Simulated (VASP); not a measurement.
# A VASP study of BiRh (rev-vdW-DF2): structure first, properties next, part 2 of 5

Wanted: the relaxed cell of BiRh and its properties. The start is a cell from a database of measured crystal structures.

VASP 6.6.1; rev-vdW-DF2; plane waves and PAW (Bi_d, Rh_pv).

Still holding for the runs below: The k-mesh is coarse for a metal.

So far. Step 2 (Relaxing cell and atoms (rev-vdW-DF2)): It ends with forces that vanish by symmetry and a pressure of -0.04 GPa. The volume lies +2.8 % from that of the database's start. The relaxed cell has a = 4.144, c = 5.680 Å (conventional setting).

### 3. Second relaxation

The basis stayed that of the start cell while the cell moved. A rerun from the cell reached resets it; the error of the finite cutoff stays.

INCAR reads:

```
SYSTEM = BiRh
PREC = Accurate
ENCUT = 400
EDIFF = 1E-06
NELM = 100
ISMEAR = 1
SIGMA = 0.2
LREAL = .FALSE.
ALGO = Normal
GGA = MK
AGGAC = 0
LUSE_VDW = .TRUE.
PARAM1 = 0.1234
PARAM2 = 0.711357
ZAB_VDW = -1.8867
LASPH = .TRUE.
NBANDS = 37
LORBIT = 11
LWAVE = .FALSE.
LCHARG = .FALSE.
KPAR = 4
IBRION = 2
NSW = 60
ISIF = 3
EDIFFG = -0.01
```

POSCAR reads:

```
BiRh
1.0
    4.1437846567      0.0000000000      0.0000000000
   -2.0718923284      3.5886227805      0.0000000000
    0.0000000000      0.0000000000      5.6804607413
Bi Rh
2 2
Direct
    0.3333333333      0.6666666667      0.2500000000
    0.6666666667      0.3333333333      0.7500000000
    0.0000000000      0.0000000000      0.0000000000
    0.0000000000      0.0000000000      0.5000000000
```

KPOINTS reads:

```
Automatic mesh
0
Gamma
6 6 4
0 0 0
```

The projector-augmented-wave data sets are Bi_d and Rh_pv (PBE family, release 64).

Started as:

```bash
$ mpirun -np 4 vasp_std
```

What it wrote:

```text
[banner, memory and clock lines left out]
running    4 mpi-ranks, on    1 nodes
 distrk:  each k-point on    1 cores,    4 groups
 distr:  one band on    1 cores,    1 groups

 POSCAR found type information on POSCAR BiRh
 POSCAR found :  2 types and       4 ions
 [... a notice as in an earlier step ...]

 [... a notice as in an earlier step ...]

 LDA part: xc-table for (Slater+PW92), standard interpolation
 POSCAR, INCAR and KPOINTS ok, starting setup
 FFT: planning ... GRIDC
 FFT: planning ... GRID_SOFT
 FFT: planning ... GRID
 WAVECAR not read
 entering main loop
       N       E                     dE             d eps       ncg     rms          rms(c)
DAV:   1     0.717550351373E+03    0.71755E+03   -0.29347E+04  1602   0.175E+03
DAV:   2     0.499696235295E+02   -0.66758E+03   -0.65174E+03  1596   0.541E+02
DAV:   3    -0.908100053756E+01   -0.59051E+02   -0.57145E+02  1693   0.172E+02
DAV:   4    -0.115354592844E+02   -0.24545E+01   -0.24358E+01  1824   0.359E+01
DAV:   5    -0.116380669874E+02   -0.10261E+00   -0.10259E+00  2053   0.727E+00    0.811E+00
DAV:   6    -0.113868760767E+02    0.25119E+00   -0.33884E-01  1869   0.520E+00    0.419E+00
DAV:   7    -0.113215641598E+02    0.65312E-01   -0.19105E-01  1857   0.356E+00    0.936E-01
DAV:   8    -0.113167802699E+02    0.47839E-02   -0.32048E-02  1698   0.135E+00    0.304E-01
DAV:   9    -0.113159714917E+02    0.80878E-03   -0.81253E-03  1810   0.862E-01    0.741E-02
DAV:  10    -0.113159286636E+02    0.42828E-04   -0.39383E-04  1877   0.203E-01    0.311E-02
DAV:  11    -0.113159549417E+02   -0.26278E-04   -0.42263E-05  1979   0.450E-02    0.620E-03
DAV:  12    -0.113159550474E+02   -0.10570E-06   -0.35105E-06  1469   0.144E-02
   1 F= -.11315955E+02 E0= -.11314918E+02  d E =-.113160E+02
 curvature:   0.00 expect dE= 0.000E+00 dE for cont linesearch  0.000E+00
 trial: gam= 0.00000 g(F)=  0.177E-47 g(S)=  0.441E-04 ort = 0.000E+00 (trialstep = 0.100E+01)
 search vector abs. value=  0.441E-04
 bond charge predicted
       N       E                     dE             d eps       ncg     rms          rms(c)
DAV:   1    -0.113173435960E+02   -0.13887E-02   -0.25870E-02  1765   0.160E+00    0.258E-01
DAV:   2    -0.113164098490E+02    0.93375E-03   -0.78456E-03  1649   0.689E-01    0.128E-01
DAV:   3    -0.113160092715E+02    0.40058E-03   -0.11717E-03  1695   0.286E-01    0.379E-02
DAV:   4    -0.113159718906E+02    0.37381E-04   -0.20462E-04  1953   0.128E-01    0.906E-03
DAV:   5    -0.113159704414E+02    0.14492E-05   -0.18471E-05  1840   0.388E-02    0.690E-03
DAV:   6    -0.113159691705E+02    0.12709E-05   -0.28592E-06  1296   0.141E-02    0.139E-03
DAV:   7    -0.113159691356E+02    0.34886E-07   -0.37397E-07   862   0.476E-03
   2 F= -.11315969E+02 E0= -.11314889E+02  d E =-.140882E-04
 trial-energy change:   -0.000014  1 .order   -0.000011   -0.000044    0.000023
 step:   0.6579(harm=  0.6579)  dis= 0.00000  next Energy=   -11.315970 (dE=-0.145E-04)
 bond charge predicted
       N       E                     dE             d eps       ncg     rms          rms(c)
DAV:   1    -0.113161321161E+02   -0.16295E-03   -0.30137E-03  1747   0.544E-01    0.884E-02
DAV:   2    -0.113160201941E+02    0.11192E-03   -0.91102E-04  1649   0.235E-01    0.437E-02
DAV:   3    -0.113159753479E+02    0.44846E-04   -0.13608E-04  1690   0.977E-02    0.129E-02
DAV:   4    -0.113159717165E+02    0.36314E-05   -0.23782E-05  1937   0.435E-02    0.309E-03
DAV:   5    -0.113159721819E+02   -0.46537E-06   -0.17610E-06  1002   0.129E-02
   3 F= -.11315972E+02 E0= -.11314907E+02  d E =-.171345E-04
 curvature:  -0.33 expect dE=-0.248E-05 dE for cont linesearch -0.157E-09
 trial: gam= 0.17411 g(F)=  0.143E-47 g(S)=  0.753E-05 ort =-0.145E-06 (trialstep = 0.932E+00)
 search vector abs. value=  0.881E-05
 reached required accuracy - stopping structural energy minimisation
```

Run time: 2.4 min. Hardware: 4 MPI ranks of Intel Xeon Platinum 8259CL at 2.50GHz (Skylake/Cascade Lake), shared host; peak memory 1.6 GiB.

OUTCAR, selected parts (step 3):

```text
  LATTYP: Found a hexagonal cell.
 ALAT       =     4.1437846567
 C/A-ratio  =     1.3708387892

 Found     21 irreducible k-points:

   ENCUT  =  400.0 eV  29.40 Ry    5.42 a.u.   6.76  6.76  9.26*2*pi/ulx,y,z

   NELECT =      60.0000    total number of electrons

 E-fermi :   9.5005

 k-point     1 :       0.0000    0.0000    0.0000
  band No.  band energies     occupation
    ...
     24       6.8532      2.00000
     25       7.5478      2.00000
     26       7.5478      2.00000
     27       8.5379      2.00000
     28       8.5379      2.00000
     29      10.7317     -0.00000
     30      10.7317     -0.00000
     31      10.8263     -0.00000
     32      12.6888     -0.00000
     33      12.8521     -0.00000
    ...

 k-point     2 :       0.1667   -0.0000    0.0000
  band No.  band energies     occupation
    ...
     25       7.1912      2.00000
     26       7.6338      2.00000
     27       8.4821      2.00000
     28       8.5473      2.00000
     29       9.1017      2.01630
     30      10.1738     -0.00002
     31      10.6242     -0.00000
     32      11.7132     -0.00000
     33      12.9087     -0.00000
     34      13.7667      0.00000
    ...

Total vdW correction in eV:      8.8351200

  Total       -0.0011450     -0.0011450     -0.0249273      0.0000000      0.0000000     -0.0000000
  in kB       -0.0217029     -0.0217029     -0.4724932      0.0000000      0.0000000     -0.0000000
  external PRESSURE =      -0.1719663 kB  Pullay stress =       0.0000000 kB

  energy-cutoff  :      400.00
  volume of cell :       84.53
      direct lattice vectors                 reciprocal lattice vectors
     4.145187676 -0.000000000 -0.000000000     0.241243601  0.139282058 -0.000000000
    -2.072593838  3.589837831 -0.000000000     0.000000000  0.278564115 -0.000000000
     0.000000000  0.000000000  5.680305823     0.000000000  0.000000000  0.176046859

 POSITION                                       TOTAL-FORCE (eV/Angst)
 -----------------------------------------------------------------------------------
     -0.00000      2.39323      1.42008        -0.000000      0.000000      0.000000
      2.07259      1.19661      4.26023         0.000000      0.000000      0.000000
     -2.07259      3.58984      5.68031         0.000000      0.000000      0.000000
     -2.07259      3.58984      2.84015         0.000000      0.000000      0.000000
 -----------------------------------------------------------------------------------
    total drift:                                0.000000     -0.000000      0.000000

  FREE ENERGIE OF THE ION-ELECTRON SYSTEM (eV)
  ---------------------------------------------------
  free  energy   TOTEN  =       -11.3159721819 eV

  energy  without entropy=      -11.3127780187  energy(sigma->0) =      -11.31490746

Total vdW correction in eV:      8.8350637

 total charge
# of ion       s       p       d       tot
------------------------------------------
    1        1.448   1.433   9.975  12.856
    2        1.448   1.433   9.975  12.856
    3        0.332   6.196   7.357  13.885
    4        0.332   6.196   7.357  13.885
--------------------------------------------------
tot          3.560  15.258  34.664  53.482

[... 5 parts as in an earlier step ...]

[... 7 further parts left out ...]
```

Little changed from the start: no atom moved by 0.005 Å and no cell edge by 0.1 %.

Numbers from this step:

```yaml
free_energy_toten: -11.32 eV
fermi_energy: 9.501 eV
pressure: -0.01720 GPa
scf_cycles_over_all_ionic_steps: 24
```

It ends with forces that vanish by symmetry and a pressure of -0.02 GPa. The volume moved by only 0.06 %, so the volume is settled.

### 4. Single point with fields (rev-vdW-DF2)

A single point on the relaxed cell gives a clean self-consistent state, with density, ELF and potential written out.

Changes to INCAR since step 3:

```diff
@@ -19,7 +19,5 @@
 LWAVE = .FALSE.
-LCHARG = .FALSE.
-KPAR = 4
-IBRION = 2
-NSW = 60
-ISIF = 3
-EDIFFG = -0.01
+LCHARG = .TRUE.
+ISIF = 2
+LELF = .TRUE.
+LVHAR = .TRUE.
```

POSCAR reads:

```
BiRh
1.0
    4.1451876761      0.0000000000      0.0000000000
   -2.0725938381      3.5898378309      0.0000000000
    0.0000000000      0.0000000000      5.6803058231
Bi Rh
2 2
Direct
    0.3333333333      0.6666666667      0.2500000000
    0.6666666667      0.3333333333      0.7500000000
    0.0000000000      0.0000000000      0.0000000000
    0.0000000000      0.0000000000      0.5000000000
```

KPOINTS is that of step 3.

Started as:

```bash
$ mpirun -np 4 vasp_std
```

What it wrote:

```text
[banner, memory and clock lines left out]
running    4 mpi-ranks, on    1 nodes
 distrk:  each k-point on    4 cores,    1 groups
 distr:  one band on    1 cores,    4 groups

 POSCAR found type information on POSCAR BiRh
 POSCAR found :  2 types and       4 ions
 [... a notice as in an earlier step ...]

 [... a notice as in an earlier step ...]

 LDA part: xc-table for (Slater+PW92), standard interpolation
|                                                                             |
|           W    W    AA    RRRRR   N    N  II  N    N   GGGG   !!!           |
|           W    W   A  A   R    R  NN   N  II  NN   N  G    G  !!!           |
|           W    W  A    A  R    R  N N  N  II  N N  N  G       !!!           |
|           W WW W  AAAAAA  RRRRR   N  N N  II  N  N N  G  GGG   !            |
|           WW  WW  A    A  R   R   N   NN  II  N   NN  G    G                |
|           W    W  A    A  R    R  N    N  II  N    N   GGGG   !!!           |
|                                                                             |
|     The number of bands has been changed from the values supplied in        |
|     The orbitals not found in the WAVECAR file will be initialized with     |
|     random numbers, which is usually adequate. For correlated               |
|     calculations, however, you should redo the groundstate calculation.     |
|     I found NBANDS = 37. Now, NBANDS = 40.                                  |
|                                                                             |

 POSCAR, INCAR and KPOINTS ok, starting setup
 FFT: planning ... GRIDC
 FFT: planning ... GRID_SOFT
 FFT: planning ... GRID
 WAVECAR not read
 entering main loop
       N       E                     dE             d eps       ncg     rms          rms(c)
DAV:   1     0.708282261672E+03    0.70828E+03   -0.28800E+04  1792   0.161E+03
DAV:   2     0.473580151701E+02   -0.66092E+03   -0.63716E+03  1736   0.514E+02
DAV:   3    -0.950933119003E+01   -0.56867E+02   -0.55465E+02  1968   0.161E+02
DAV:   4    -0.115454569985E+02   -0.20361E+01   -0.20333E+01  1952   0.314E+01
DAV:   5    -0.116400699146E+02   -0.94613E-01   -0.94605E-01  2504   0.644E+00    0.809E+00
DAV:   6    -0.113870123883E+02    0.25306E+00   -0.30509E-01  2008   0.486E+00    0.418E+00
DAV:   7    -0.113215605919E+02    0.65452E-01   -0.16449E-01  2128   0.325E+00    0.937E-01
DAV:   8    -0.113170001776E+02    0.45604E-02   -0.29532E-02  1904   0.128E+00    0.305E-01
DAV:   9    -0.113161329840E+02    0.86719E-03   -0.70249E-03  2000   0.765E-01    0.722E-02
DAV:  10    -0.113161169820E+02    0.16002E-04   -0.28300E-04  2104   0.162E-01    0.308E-02
DAV:  11    -0.113161426167E+02   -0.25635E-04   -0.34213E-05  2200   0.384E-02    0.638E-03
DAV:  12    -0.113161424746E+02    0.14216E-06   -0.22855E-06  1584   0.110E-02
   1 F= -.11316142E+02 E0= -.11315077E+02  d E =-.319545E-02
```

Wall time 26 s (4 MPI ranks); peak memory 0.92 GiB.

Parts of OUTCAR (step 4):

```text
  LATTYP: Found a hexagonal cell.
 ALAT       =     4.1451876761
 C/A-ratio  =     1.3703374291

 Found     21 irreducible k-points:

   k-points           NKPTS =     21   k-points in BZ     NKDIM =     21   number of bands    NBANDS=     40

   NELECT =      60.0000    total number of electrons

 E-fermi :   9.5006

 k-point     1 :       0.0000    0.0000    0.0000
  band No.  band energies     occupation
    ...
     24       6.8533      2.00000
     25       7.5479      2.00000
     26       7.5479      2.00000
     27       8.5380      2.00000
     28       8.5380      2.00000
     29      10.7317     -0.00000
     30      10.7317     -0.00000
     31      10.8265     -0.00000
     32      12.6889     -0.00000
     33      12.8519     -0.00000
    ...

 k-point     2 :       0.1667    0.0000    0.0000
  band No.  band energies     occupation
    ...
     25       7.1913      2.00000
     26       7.6339      2.00000
     27       8.4822      2.00000
     28       8.5474      2.00000
     29       9.1018      2.01630
     30      10.1739     -0.00002
     31      10.6243     -0.00000
     32      11.7132     -0.00000
     33      12.9088     -0.00000
     34      13.7668      0.00000
    ...

Total vdW correction in eV:      8.8350808

  Total       -0.0060036     -0.0060036     -0.0342222      0.0000000      0.0000000     -0.0000000
  in kB       -0.1137965     -0.1137965     -0.6486757      0.0000000      0.0000000     -0.0000000
  external PRESSURE =      -0.2920896 kB  Pullay stress =       0.0000000 kB

  energy-cutoff  :      400.00
  volume of cell :       84.53
      direct lattice vectors                 reciprocal lattice vectors
     4.145187676  0.000000000  0.000000000     0.241243601  0.139282058  0.000000000
    -2.072593838  3.589837831  0.000000000     0.000000000  0.278564115  0.000000000
     0.000000000  0.000000000  5.680305823     0.000000000  0.000000000  0.176046859

 POSITION                                       TOTAL-FORCE (eV/Angst)
 -----------------------------------------------------------------------------------
     -0.00000      2.39323      1.42008         0.000000     -0.000000      0.000000
      2.07259      1.19661      4.26023        -0.000000      0.000000      0.000000
      0.00000      0.00000      0.00000        -0.000000      0.000000      0.000000
      0.00000      0.00000      2.84015         0.000000      0.000000      0.000000
 -----------------------------------------------------------------------------------
    total drift:                                0.000000     -0.000000      0.000000

  FREE ENERGIE OF THE ION-ELECTRON SYSTEM (eV)
  ---------------------------------------------------
  free  energy   TOTEN  =       -11.3161424746 eV

  energy  without entropy=      -11.3129470232  energy(sigma->0) =      -11.31507732

Total vdW correction in eV:      8.8350353

[... 5 parts as in an earlier step ...]

[... 7 further parts left out ...]
```

Numbers from this step:

- SCF cycles: 12
- bands: 40
- energy at zero smearing: -11.32 eV
- pressure: -0.02921 GPa

Valence electrons inside each PAW sphere by angular momentum. Sphere charges, by row:

| atom | s (e) | p (e) | d (e) | tot (e) |
| --- | --- | --- | --- | --- |
| Bi1 | 1.448 | 1.433 | 9.975 | 12.86 |
| Bi2 | 1.448 | 1.433 | 9.975 | 12.86 |
| Rh3 | 0.332 | 6.196 | 7.357 | 13.88 |
| Rh4 | 0.332 | 6.196 | 7.357 | 13.88 |

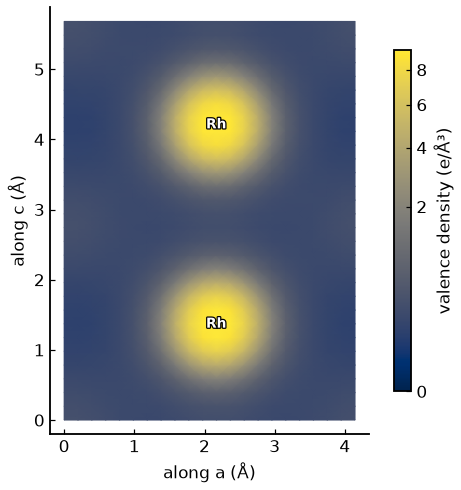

Valence density in the ac plane at fractional y = 0.000, with atoms of Rh within 0.2 Å of it. It is the smooth field of the valence electrons, not physical close to the nuclei. The map starts off the cell's origin, so that atoms lie inside it. The colour scale is stretched toward low values.

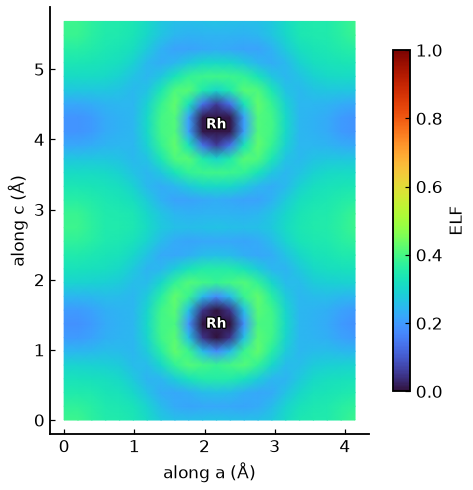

ELF in the ac plane at fractional y = 0.000, with atoms of Rh within 0.2 Å of it. It is the smooth field of the valence electrons, not physical close to the nuclei. The map starts off the cell's origin, so that atoms lie inside it.

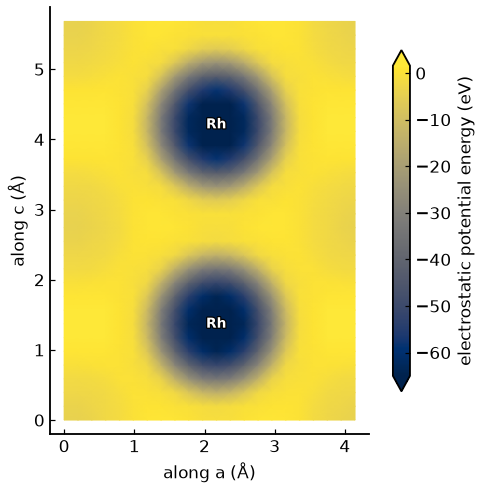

Electrostatic potential energy in the ac plane at fractional y = 0.000, with atoms of Rh within 0.2 Å of it. With pseudopotentials it is smooth inside the atoms' cores, unlike the true potential. The map starts off the cell's origin, so that atoms lie inside it.

In this run the pressure is -0.03 GPa, small enough to go on.

(Continued in part 3 of 5.)

[Lines on the potential files, build, host, timing and source positions are cut from VASP's logs without a mark.]

[Logs are printed without paths, hosts, clocks, repeated set-up lines and the standing remarks that a program may print on its own settings, such as how far it seeks lower states.]

[Hosts, paths, dates, database ids (printed as entryN), source tags and the programs' standing remarks are cut or masked in the printed files.]

[A measured line is paired with the nearest computed mode of its activity, which favours agreement.]
